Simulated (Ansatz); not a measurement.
# AlO₂ (quartet): wB97M-V, B2PLYP over vertical spin and charge gaps, def2-QZVPP

How well do these functionals follow the top wave-function level for AlO₂ (quartet) over vertical spin and charge gaps?

The runs use Ansatz 0.2.0, Gaussian basis; def2-QZVPP, all electrons in the functionals, frozen cores in the correlation of double hybrids and RPA.

The runs, in order: wB97M-V, B2PLYP, at charge 0, quartet; charge 0, doublet; charge 0, sextet; charge 1, triplet; charge 1, quintet.

3 further runs of the same task are left out: 1 that didn't finish, 2 set aside as unsound or not needed. Runs told in other sessions of the task aren't counted.

**1. What is computed**

The geometry is a PBE0/def2-TZVP stationary point (not a proven minimum).

3 atoms, charge 0, spin multiplicity 4.

Atoms are counted from 1 here; the program's logs count them from 0.

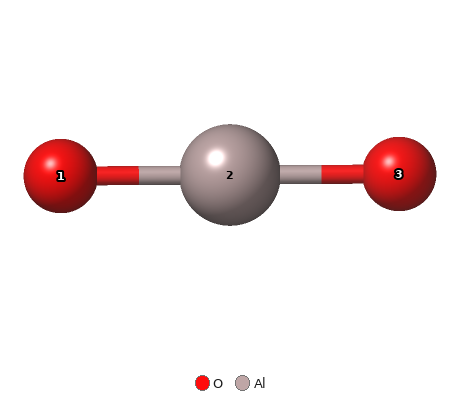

The structure; oxygen red, aluminium light grey; atoms are numbered from 1 in the order of the file.

No dispersion term is added; wB97M-V holds VV10 nonlocal correlation.

The geometry shown and the zero of energy belong to the point charge 0, quartet. The yardstick, UCCSD(T), and other wave-function levels (R restricted, U unrestricted, valence and pair active spaces) come from earlier runs.

**2. wB97M-V, charge 0, quartet**

The input, in.yaml:

```yaml
crystal:
  periodic: [false, false, false]
  atoms:
    - {symbol: O, position_ang: [0.000000, 0.000000, 1.781800]}
    - {symbol: Al, position_ang: [0.000000, 0.000000, 0.000000]}
    - {symbol: O, position_ang: [0.000000, 0.000000, -1.781800]}
basis:
  gaussian: {orbitals: "def2-QZVPP.json"}
magnetization: {spin_polarized: true, initial_magnetization: 3}
hamiltonian: {xc: {name: wB97M-V}}
output: {orbitals: {seedname: orbitals}}
```

Launch:

```sh
$ ansatz run in.yaml --threads 1 --pin off --events-out ev --progress --plain --max-ram 2393MiB
```

The log of the run (excerpt; [...] marks lines left out):

```text
Functional definition: wB97M-V
  name "wB97M-V"
  cite "Mardirossian & Head-Gordon, J. Chem. Phys. 144, 214110 (2016) doi:10.1063/1.4952647"
  cite "Becke, J. Chem. Phys. 107, 8554 (1997) doi:10.1063/1.475007"
  cite "Vydrov & Van Voorhis, J. Chem. Phys. 133, 244103 (2010) doi:10.1063/1.3521275"
  # Of w^i u^j: cxij and so on, Table III.
[...]
  gx(w, u) = 1 - cx + cx01*u + cx10*w
  gss(w, u) = css00 + css04*u^4 + css10*w + css20*w^2 + css43*w^4*u^3
  gos(w, u) = cos00 + cos10*w + (cos20 + cos21*u)*w^2 + (cos60 + cos61*u)*w^6
[...]
      + integral(e_c_pw_mod_opposite_spin*gos(b97_w_opposite, b97_u_opposite)) + vv10(b, c)
714 factors; their error is unknown
168 factors; integrals over basis functions are off by at most 5.9e-5 eV
[...]
mean field -10687.59327144 eV, -392.7618084146 hartree, gradient 5.6e-6 eV, S^2 3.757891; 4 other end points of the search recorded, 0 dependent functions left out
reference -10687.59331677 eV, -392.7618100803 hartree; 16, 13 occupied and 168, 171 virtual orbitals, 714 factors
Total energy: -10687.59331677 eV, -392.7618100803 hartree
```

Run time: 69 s. Hardware: 1 thread of Arm Neoverse V1, shared host; peak memory 0.6 GiB.

From the report: ⟨S²⟩ of the determinant 3.758 (pure quartet: 3.75).

**3. wB97M-V, charge 0, doublet**

in.yaml, as its differences from that of step 2:

```diff
@@ -8,3 +8,3 @@
   gaussian: {orbitals: "def2-QZVPP.json"}
-magnetization: {spin_polarized: true, initial_magnetization: 3}
+magnetization: {spin_polarized: true, initial_magnetization: 1}
 hamiltonian: {xc: {name: wB97M-V}}
```

The command is unchanged.

The log of the run (excerpt; [...] marks lines left out):

```text
Functional definition: wB97M-V
  name "wB97M-V"
  cite "Mardirossian & Head-Gordon, J. Chem. Phys. 144, 214110 (2016) doi:10.1063/1.4952647"
  cite "Becke, J. Chem. Phys. 107, 8554 (1997) doi:10.1063/1.475007"
  cite "Vydrov & Van Voorhis, J. Chem. Phys. 133, 244103 (2010) doi:10.1063/1.3521275"
  # Of w^i u^j: cxij and so on, Table III.
[...]
  gx(w, u) = 1 - cx + cx01*u + cx10*w
  gss(w, u) = css00 + css04*u^4 + css10*w + css20*w^2 + css43*w^4*u^3
  gos(w, u) = cos00 + cos10*w + (cos20 + cos21*u)*w^2 + (cos60 + cos61*u)*w^6
[...]
      + integral(e_c_pw_mod_opposite_spin*gos(b97_w_opposite, b97_u_opposite)) + vv10(b, c)
714 factors; their error is unknown
168 factors; integrals over basis functions are off by at most 5.9e-5 eV
[...]
mean field -10689.42724687 eV, -392.8292057683 hartree, gradient 2.7e-5 eV, S^2 0.757382; 5 other end points of the search recorded, 0 dependent functions left out
reference -10689.42730288 eV, -392.8292078269 hartree; 15, 14 occupied and 169, 170 virtual orbitals, 714 factors
Total energy: -10689.42730288 eV, -392.8292078269 hartree
```

Run time: 78 s. Hardware: 1 thread of Arm Neoverse V1, shared host; peak memory 0.6 GiB.

From the report: ⟨S²⟩ of the determinant 0.757 (pure doublet: 0.75).

From charge 0, quartet: -1.834 eV.

**4. wB97M-V, charge 0, sextet**

in.yaml, as its differences from that of step 3:

```diff
@@ -8,3 +8,3 @@
   gaussian: {orbitals: "def2-QZVPP.json"}
-magnetization: {spin_polarized: true, initial_magnetization: 1}
+magnetization: {spin_polarized: true, initial_magnetization: 5}
 hamiltonian: {xc: {name: wB97M-V}}
```

Same command.

The log of the run (excerpt; [...] marks lines left out):

```text
Functional definition: wB97M-V
  name "wB97M-V"
  cite "Mardirossian & Head-Gordon, J. Chem. Phys. 144, 214110 (2016) doi:10.1063/1.4952647"
  cite "Becke, J. Chem. Phys. 107, 8554 (1997) doi:10.1063/1.475007"
  cite "Vydrov & Van Voorhis, J. Chem. Phys. 133, 244103 (2010) doi:10.1063/1.3521275"
  # Of w^i u^j: cxij and so on, Table III.
[...]
  gx(w, u) = 1 - cx + cx01*u + cx10*w
  gss(w, u) = css00 + css04*u^4 + css10*w + css20*w^2 + css43*w^4*u^3
  gos(w, u) = cos00 + cos10*w + (cos20 + cos21*u)*w^2 + (cos60 + cos61*u)*w^6
[...]
      + integral(e_c_pw_mod_opposite_spin*gos(b97_w_opposite, b97_u_opposite)) + vv10(b, c)
714 factors; their error is unknown
168 factors; integrals over basis functions are off by at most 5.9e-5 eV
[...]
mean field -10681.07547049 eV, -392.5222836475 hartree, gradient 1.2e-6 eV, S^2 8.785945; 6 other end points of the search recorded, 0 dependent functions left out
reference -10681.07551752 eV, -392.5222853758 hartree; 17, 12 occupied and 167, 172 virtual orbitals, 714 factors
Total energy: -10681.07551752 eV, -392.5222853758 hartree
```

It took 2.4 min on 1 thread of Arm Neoverse V1, shared host; peak memory 0.58 GiB.

From the report: ⟨S²⟩ of the determinant 8.786 (pure sextet: 8.75).

From charge 0, quartet: +6.518 eV.

**5. wB97M-V, charge 1, triplet**

in.yaml, as its differences from that of step 4:

```diff
@@ -8,3 +8,4 @@
   gaussian: {orbitals: "def2-QZVPP.json"}
-magnetization: {spin_polarized: true, initial_magnetization: 5}
+total_charge: 1
+magnetization: {spin_polarized: true, initial_magnetization: 2}
 hamiltonian: {xc: {name: wB97M-V}}
```

Launched as before.

The log of the run (excerpt; [...] marks lines left out):

```text
Functional definition: wB97M-V
  name "wB97M-V"
  cite "Mardirossian & Head-Gordon, J. Chem. Phys. 144, 214110 (2016) doi:10.1063/1.4952647"
  cite "Becke, J. Chem. Phys. 107, 8554 (1997) doi:10.1063/1.475007"
  cite "Vydrov & Van Voorhis, J. Chem. Phys. 133, 244103 (2010) doi:10.1063/1.3521275"
  # Of w^i u^j: cxij and so on, Table III.
[...]
  gx(w, u) = 1 - cx + cx01*u + cx10*w
  gss(w, u) = css00 + css04*u^4 + css10*w + css20*w^2 + css43*w^4*u^3
  gos(w, u) = cos00 + cos10*w + (cos20 + cos21*u)*w^2 + (cos60 + cos61*u)*w^6
[...]
      + integral(e_c_pw_mod_opposite_spin*gos(b97_w_opposite, b97_u_opposite)) + vv10(b, c)
714 factors; their error is unknown
168 factors; integrals over basis functions are off by at most 5.9e-5 eV
[...]
mean field -10679.76946715 eV, -392.4742889099 hartree, gradient 4.9e-6 eV, S^2 2.008832; 3 other end points of the search recorded, 0 dependent functions left out
reference -10679.76950495 eV, -392.4742902990 hartree; 15, 13 occupied and 169, 171 virtual orbitals, 714 factors
Total energy: -10679.76950495 eV, -392.4742902990 hartree
```

Run time: 70 s. Hardware: 1 thread of Arm Neoverse V1, shared host; peak memory 0.59 GiB.

From the report: ⟨S²⟩ of the determinant 2.009 (pure triplet: 2.00).

From charge 0, quartet: +7.824 eV.

**6. wB97M-V, charge 1, quintet**

in.yaml, as its differences from that of step 5:

```diff
@@ -9,3 +9,3 @@
 total_charge: 1
-magnetization: {spin_polarized: true, initial_magnetization: 2}
+magnetization: {spin_polarized: true, initial_magnetization: 4}
 hamiltonian: {xc: {name: wB97M-V}}
```

Launched as before.

The log of the run (excerpt; [...] marks lines left out):

```text
Functional definition: wB97M-V
  name "wB97M-V"
  cite "Mardirossian & Head-Gordon, J. Chem. Phys. 144, 214110 (2016) doi:10.1063/1.4952647"
  cite "Becke, J. Chem. Phys. 107, 8554 (1997) doi:10.1063/1.475007"
  cite "Vydrov & Van Voorhis, J. Chem. Phys. 133, 244103 (2010) doi:10.1063/1.3521275"
  # Of w^i u^j: cxij and so on, Table III.
[...]
  gx(w, u) = 1 - cx + cx01*u + cx10*w
  gss(w, u) = css00 + css04*u^4 + css10*w + css20*w^2 + css43*w^4*u^3
  gos(w, u) = cos00 + cos10*w + (cos20 + cos21*u)*w^2 + (cos60 + cos61*u)*w^6
[...]
      + integral(e_c_pw_mod_opposite_spin*gos(b97_w_opposite, b97_u_opposite)) + vv10(b, c)
714 factors; their error is unknown
168 factors; integrals over basis functions are off by at most 5.9e-5 eV
[...]
mean field -10675.54170369 eV, -392.3189214684 hartree, gradient 3.7e-6 eV, S^2 6.042332; 3 other end points of the search recorded, 0 dependent functions left out
reference -10675.54174765 eV, -392.3189230840 hartree; 16, 12 occupied and 168, 172 virtual orbitals, 714 factors
Total energy: -10675.54174765 eV, -392.3189230840 hartree
```

Wall time 55 s (1 thread of Arm Neoverse V1, shared host); peak memory 0.57 GiB.

From the report: ⟨S²⟩ of the determinant 6.042 (pure quintet: 6.00).

From charge 0, quartet: +12.052 eV.

**7. B2PLYP, charge 0, quartet**

The input, in.yaml:

```yaml
crystal:
  periodic: [false, false, false]
  atoms:
    - {symbol: O, position_ang: [0.000000, 0.000000, 1.781800]}
    - {symbol: Al, position_ang: [0.000000, 0.000000, 0.000000]}
    - {symbol: O, position_ang: [0.000000, 0.000000, -1.781800]}
basis:
  gaussian: {orbitals: "def2-QZVPP.json"}
magnetization: {spin_polarized: true, initial_magnetization: 3}
hamiltonian: {xc: {name: B2PLYP}}
correlation: {electrons: outside_noble_gas}
```

Launched as before.

The log of the run (excerpt; [...] marks lines left out):

```text
Functional definition: B2PLYP
  name "B2PLYP"
  cite "Grimme, J. Chem. Phys. 124, 034108 (2006) doi:10.1063/1.2148954"
  cite "Becke, Phys. Rev. A 38, 3098 (1988) doi:10.1103/PhysRevA.38.3098"
  cite "Lee, Yang & Parr, Phys. Rev. B 37, 785 (1988) doi:10.1103/PhysRevB.37.785"
[...]
1140 factors; integrals over basis functions are off by at most 8.4e-4 eV
[...]
mean field -10679.47601988 eV, -392.4635049217 hartree, gradient 3.3e-6 eV, S^2 3.761096; 8 other end points of the search recorded, 0 dependent functions left out
7 core orbitals not correlated: weight in the atoms' cores, before any rotation towards them, 1.000 or more for the frozen orbitals, at most 0.000 for the correlated occupied ones
reference -10679.47615268 eV, -392.4635098020 hartree; 9, 6 occupied and 168, 171 virtual orbitals, 1140 factors
second order -15.35983752 eV of doubles, -0.00000000 eV of singles
Total energy: -10683.62330881 eV, -392.6159149787 hartree
```

Wall time 38 s (1 thread of Arm Neoverse V1, shared host); peak memory 0.46 GiB.

From the report: ⟨S²⟩ of the determinant 3.761 (pure quartet: 3.75).

**8. B2PLYP, charge 0, doublet**

in.yaml, as its differences from that of step 7:

```diff
@@ -8,3 +8,3 @@
   gaussian: {orbitals: "def2-QZVPP.json"}
-magnetization: {spin_polarized: true, initial_magnetization: 3}
+magnetization: {spin_polarized: true, initial_magnetization: 1}
 hamiltonian: {xc: {name: B2PLYP}}
```

Same command.

The log of the run (excerpt; [...] marks lines left out):

```text
Functional definition: B2PLYP
  name "B2PLYP"
  cite "Grimme, J. Chem. Phys. 124, 034108 (2006) doi:10.1063/1.2148954"
  cite "Becke, Phys. Rev. A 38, 3098 (1988) doi:10.1103/PhysRevA.38.3098"
  cite "Lee, Yang & Parr, Phys. Rev. B 37, 785 (1988) doi:10.1103/PhysRevB.37.785"
[...]
1140 factors; integrals over basis functions are off by at most 8.4e-4 eV
[...]
mean field -10680.63945073 eV, -392.5062602167 hartree, gradient 6.5e-6 eV, S^2 0.757574; 11 other end points of the search recorded, 0 dependent functions left out
7 core orbitals not correlated: weight in the atoms' cores, before any rotation towards them, 1.000 or more for the frozen orbitals, at most 0.000 for the correlated occupied ones
reference -10680.63959317 eV, -392.5062654516 hartree; 8, 7 occupied and 169, 170 virtual orbitals, 1140 factors
second order -19.30747502 eV of doubles, -0.00000000 eV of singles
Total energy: -10685.85261143 eV, -392.6978403390 hartree
```

Run time: 64 s. Hardware: 1 thread of Arm Neoverse V1, shared host; peak memory 0.51 GiB.

From the report: ⟨S²⟩ of the determinant 0.758 (pure doublet: 0.75).

From charge 0, quartet: -2.229 eV.

**9. B2PLYP, charge 0, sextet**

in.yaml, as its differences from that of step 8:

```diff
@@ -8,3 +8,3 @@
   gaussian: {orbitals: "def2-QZVPP.json"}
-magnetization: {spin_polarized: true, initial_magnetization: 1}
+magnetization: {spin_polarized: true, initial_magnetization: 5}
 hamiltonian: {xc: {name: B2PLYP}}
```

Same command.

The log of the run (excerpt; [...] marks lines left out):

```text
Functional definition: B2PLYP
  name "B2PLYP"
  cite "Grimme, J. Chem. Phys. 124, 034108 (2006) doi:10.1063/1.2148954"
  cite "Becke, Phys. Rev. A 38, 3098 (1988) doi:10.1103/PhysRevA.38.3098"
  cite "Lee, Yang & Parr, Phys. Rev. B 37, 785 (1988) doi:10.1103/PhysRevB.37.785"
[...]
1140 factors; integrals over basis functions are off by at most 8.4e-4 eV
[...]
mean field -10673.80209399 eV, -392.2549919911 hartree, gradient 1.5e-6 eV, S^2 8.763492; 9 other end points of the search recorded, 0 dependent functions left out
7 core orbitals not correlated: weight in the atoms' cores, before any rotation towards them, 1.000 or more for the frozen orbitals, at most 0.000 for the correlated occupied ones
reference -10673.80223345 eV, -392.2549971163 hartree; 10, 5 occupied and 167, 172 virtual orbitals, 1140 factors
second order -13.04106985 eV of doubles, -0.00000000 eV of singles
Total energy: -10677.32332231 eV, -392.3843947453 hartree
```

Wall time 58 s (1 thread of Arm Neoverse V1, shared host); peak memory 0.45 GiB.

From the report: ⟨S²⟩ of the determinant 8.763 (pure sextet: 8.75).

From charge 0, quartet: +6.300 eV.

**10. B2PLYP, charge 1, triplet**

in.yaml, as its differences from that of step 9:

```diff
@@ -8,3 +8,4 @@
   gaussian: {orbitals: "def2-QZVPP.json"}
-magnetization: {spin_polarized: true, initial_magnetization: 5}
+total_charge: 1
+magnetization: {spin_polarized: true, initial_magnetization: 2}
 hamiltonian: {xc: {name: B2PLYP}}
```

Same command.

The log of the run (excerpt; [...] marks lines left out):

```text
Functional definition: B2PLYP
  name "B2PLYP"
  cite "Grimme, J. Chem. Phys. 124, 034108 (2006) doi:10.1063/1.2148954"
  cite "Becke, Phys. Rev. A 38, 3098 (1988) doi:10.1103/PhysRevA.38.3098"
  cite "Lee, Yang & Parr, Phys. Rev. B 37, 785 (1988) doi:10.1103/PhysRevB.37.785"
[...]
1140 factors; integrals over basis functions are off by at most 8.4e-4 eV
[...]
mean field -10671.76154943 eV, -392.1800033618 hartree, gradient 2.6e-6 eV, S^2 2.012001; 5 other end points of the search recorded, 0 dependent functions left out
7 core orbitals not correlated: weight in the atoms' cores, before any rotation towards them, 1.000 or more for the frozen orbitals, at most 0.000 for the correlated occupied ones
reference -10671.76166815 eV, -392.1800077248 hartree; 8, 6 occupied and 169, 171 virtual orbitals, 1140 factors
second order -15.15358276 eV of doubles, -0.00000000 eV of singles
Total energy: -10675.85313550 eV, -392.3303663764 hartree
```

Wall time 44 s (1 thread of Arm Neoverse V1, shared host); peak memory 0.55 GiB.

From the report: ⟨S²⟩ of the determinant 2.012 (pure triplet: 2.00).

From charge 0, quartet: +7.770 eV.

**11. B2PLYP, charge 1, quintet**

in.yaml, as its differences from that of step 10:

```diff
@@ -9,3 +9,3 @@
 total_charge: 1
-magnetization: {spin_polarized: true, initial_magnetization: 2}
+magnetization: {spin_polarized: true, initial_magnetization: 4}
 hamiltonian: {xc: {name: B2PLYP}}
```

The command is unchanged.

The log of the run (excerpt; [...] marks lines left out):

```text
Functional definition: B2PLYP
  name "B2PLYP"
  cite "Grimme, J. Chem. Phys. 124, 034108 (2006) doi:10.1063/1.2148954"
  cite "Becke, Phys. Rev. A 38, 3098 (1988) doi:10.1103/PhysRevA.38.3098"
  cite "Lee, Yang & Parr, Phys. Rev. B 37, 785 (1988) doi:10.1103/PhysRevB.37.785"
[...]
1140 factors; integrals over basis functions are off by at most 8.4e-4 eV
[...]
mean field -10667.92548865 eV, -392.0390307282 hartree, gradient 3.3e-6 eV, S^2 6.016221; 8 other end points of the search recorded, 0 dependent functions left out
7 core orbitals not correlated: weight in the atoms' cores, before any rotation towards them, 1.000 or more for the frozen orbitals, at most 0.000 for the correlated occupied ones
reference -10667.92562344 eV, -392.0390356818 hartree; 9, 5 occupied and 168, 172 virtual orbitals, 1140 factors
second order -13.15727327 eV of doubles, -0.00000000 eV of singles
Total energy: -10671.47808723 eV, -392.1695863179 hartree
```

Wall time 49 s (1 thread of Arm Neoverse V1, shared host); peak memory 0.46 GiB.

From the report: ⟨S²⟩ of the determinant 6.016 (pure quintet: 6.00).

From charge 0, quartet: +12.145 eV.

**12. Against the wave-function levels**

No level is safe as a reference over these points; UCCSD(T) serves as a yardstick only. It comes from earlier runs at the same points. Energies in eV, counted from charge 0, quartet; blanks weren't run or aren't comparable.

| level | quartet to doublet | quartet to sextet | ionisation to the triplet cation | ionisation to the quintet cation |
| --- | --- | --- | --- | --- |
| UCCSD(T) | -2.254 | 6.091 |  | 12.099 |
| wB97M-V | -1.834 | 6.518 | 7.824 | 12.052 |
| B2PLYP | -2.229 | 6.300 | 7.770 | 12.145 |

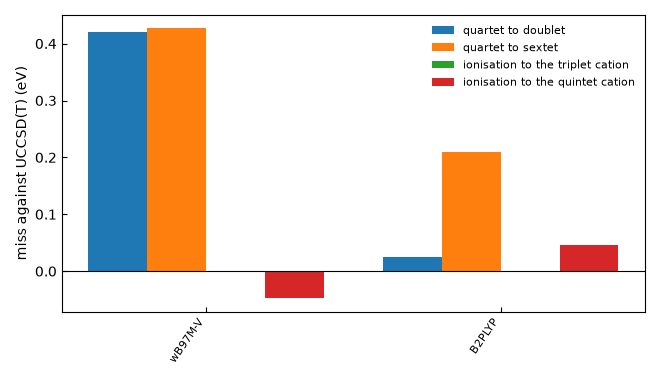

Misses of the gaps against UCCSD(T).

Largest miss and mean time a point (UCCSD(T) took 6.8 min a point; shared hosts):

| level | largest miss (eV) | where | time a point |
| --- | --- | --- | --- |
| wB97M-V | +0.427 | quartet to sextet | 82 s |
| B2PLYP | +0.209 | quartet to sextet | 50 s |

**13. What came out**

| quantity | value |
| --- | --- |
| quartet to doublet, UCCSD(T) | -2.254 eV |
| quartet to sextet, UCCSD(T) | 6.091 eV |
| ionisation to the quintet cation, UCCSD(T) | 12.099 eV |
| largest miss, wB97M-V | +0.427 eV (quartet to sextet) |
| largest miss, B2PLYP | +0.209 eV (quartet to sextet) |

Misses are known at 3 of 4 points at best, and only functionals with that many are ranked. Of the functionals, B2PLYP keep the smallest largest miss at the points compared (at most 0.209 eV) and wB97M-V strays most (0.427 eV, at quartet to sextet). Functionals and the yardstick converge differently with the basis, so part of each miss in def2-QZVPP is the basis. The yardstick itself may be off where one determinant is a poor start.
